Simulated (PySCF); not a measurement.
**CH$_{5}$AlCl, charge −1, SMILES `[AlH3-][CH2]Cl`: what the electrons do**

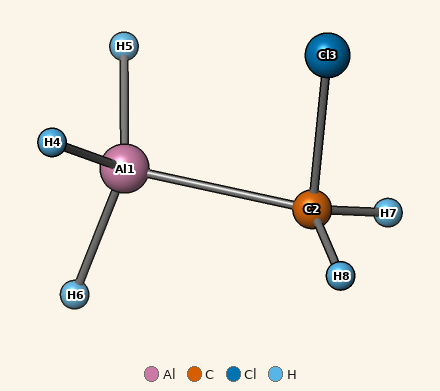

The molecule, with its atoms numbered as below. No frequency check shows the geometry to be a minimum.

Cartesian coordinates (Å):

```
Al1     -1.4342    0.2000    0.0002
C2       0.1950   -1.0789    0.0004
Cl3      1.2865    0.3416    0.0001
H4      -1.3493    1.0889    1.3336
H5      -1.3470    1.0923   -1.3331
H6      -2.7037   -0.7885   -0.0028
H7       0.5028   -1.6622   -0.8792
H8       0.5013   -1.6644    0.8759
```

## 1. Bonding charge

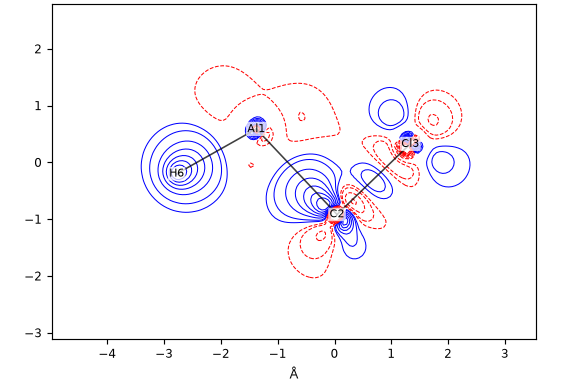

Deformation density (molecule less spherical, spin-averaged free atoms) in the plane of Al1, C2, Cl3 and H6; contours at ±0.05 to ±0.8 e/Å³; solid blue lines: gain, dashed red lines: loss.

Level of theory: PBE0/6-311+G** (PySCF), at a geometry from GFN2-xTB.

> Describe the bonding that the map shows.

Al1–H6: +0.10 e/Å³ at the bond critical point (bond length 1.61 Å). C2–Cl3: +0.09 e/Å³ at the bond critical point (bond length 1.79 Å). Al1–C2: +0.06 e/Å³ at the bond critical point (bond length 2.07 Å). In all, 2.3 electrons gather in the regions of gain relative to the promolecule of neutral atoms (this includes the anion's extra charge). A small or negative value marks a very polar bond, one between electron-rich atoms, whose free-atom densities already overlap strongly, a long bond to a heavier atom, or a closed-shell contact such as a hydrogen bond.

## 2. Bond critical points

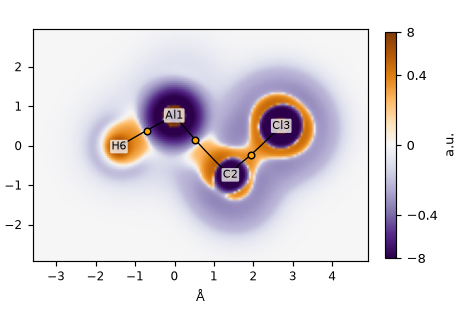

Negative Laplacian of the density (−∇²ρ) in the plane of Al1, C2, Cl3 and H6 (orange positive, purple negative, colour scale in a.u., logarithmic beyond ±0.04), with bond paths and bond critical points (dots).

> At which bond critical points in this plane is charge locally concentrated, and at which depleted?

Concentrated (∇²ρ < 0): C2–Cl3 (−0.19 a.u.). Depleted (∇²ρ > 0): Al1–H6 (+0.25 a.u., H = −0.018); Al1–C2 (+0.25 a.u., H = −0.013).

> Where along Al1–C2 does the critical point lie?

0.81 Å from Al1 and 1.26 Å from C2.

## 3. Local ionisation energy

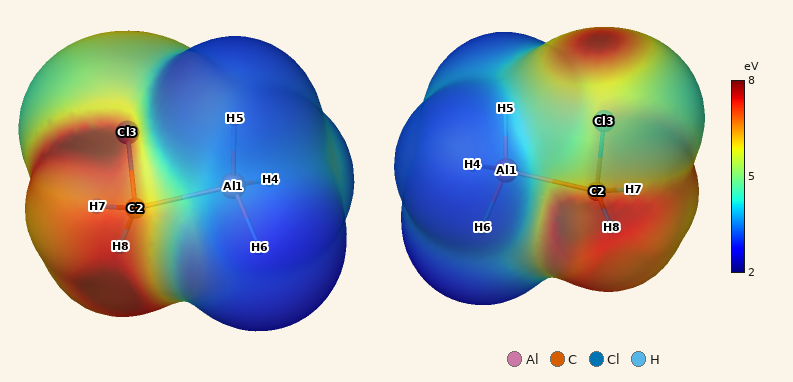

Average local ionisation energy on the surface of electron density 0.001 a.u. (back view left, front view right).

> Locate the minima of the map.

The lowest value is 2.7 eV, 1.7 Å from H6. Further minima include 3.0 eV, 1.7 Å from H5, and at like points elsewhere; 4.4 eV, 2.2 Å from Cl3; 6.1 eV, near H7 (1.71 Å) and H8 (1.83 Å), over C2 (2.2 Å). For comparison, the highest occupied orbital lies at −1.9 eV.

> What volume does the surface enclose?

About 126 Å³.

## 4. Removing or adding an electron

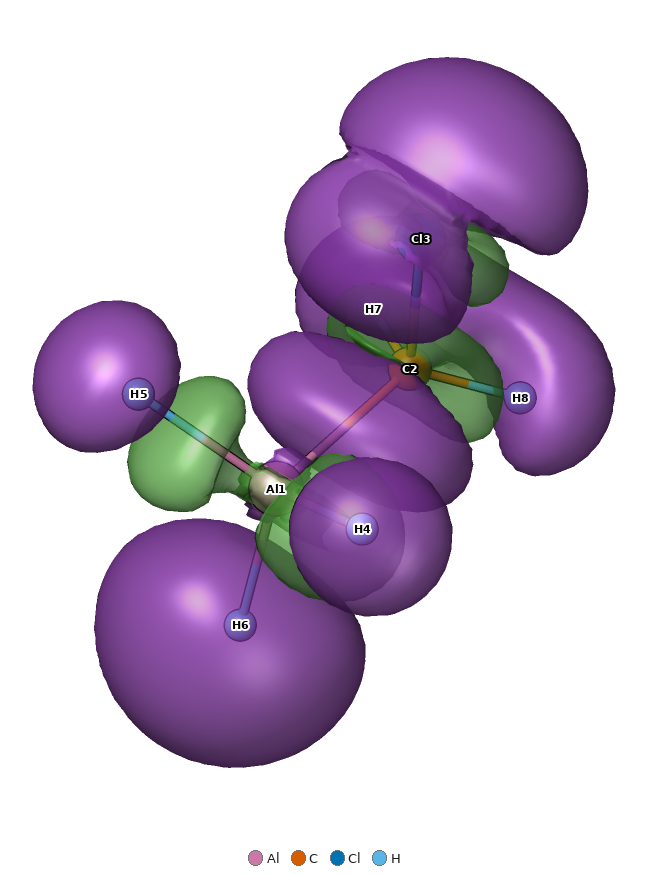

Fukui function f⁻ = ρ(N) − ρ(N−1) at fixed geometry, surfaces at ±0.01 e/Å³ (purple positive, green negative).

Method: M06-2X/def2-SVPD; geometry: GFN2-xTB; program: PySCF.

> On which atoms does the density change most on removal of an electron?

f⁻ (Hirshfeld-condensed) is largest on Cl3 (0.25), H6 (0.24) and Al1 (0.16); the vertical detachment energy is 4.12 eV. Condensed values hint at sites of electrophilic attack but needn't mark the atom that reacts. Shares this close don't rank the sites. Orbital relaxation makes it negative in places (0.16 e in all).

## 5. Localised orbitals

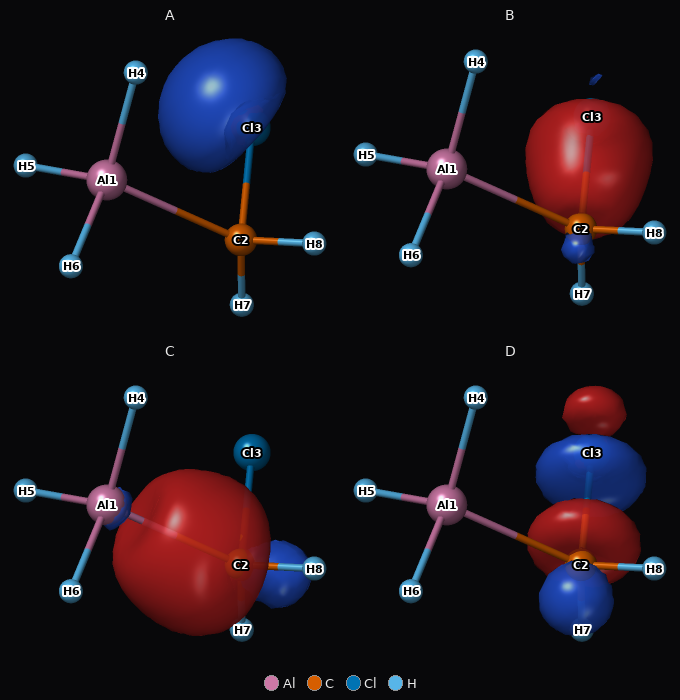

Intrinsic bond orbitals (IBO), occupied and valence-virtual; each surface holds about 70 % of the orbital's density. Energies are diagonal elements of the Fock matrix.

PySCF calculation, CAM-B3LYP/def2-SVPD, gas phase; geometry: GFN2-xTB.

> Identify each orbital.

By panel:
- A: lone pair on Cl3 (sp1.7-type) (Cl3 97 %; −10.4 eV)
- B: σ bond Cl3–C2 (Cl3 62 %, C2 38 %; −12.9 eV)
- C: σ bond C2–Al1 (C2 78 %, Al1 21 %; −6.3 eV)
- D: σ* orbital C2–Cl3 (C2 62 %, Cl3 38 %; 9.0 eV)

> Which has the smallest and which the largest spatial spread?

Smallest: A (0.94 Å); largest: D (1.26 Å).

> How do all the valence pairs divide up?

10 pairs: 7 σ bonds and 3 lone pairs.

The PySCF runs shown took 10 s, 5.2 min and 11 s on 1 thread of Arm Neoverse V1, with other jobs on the host.
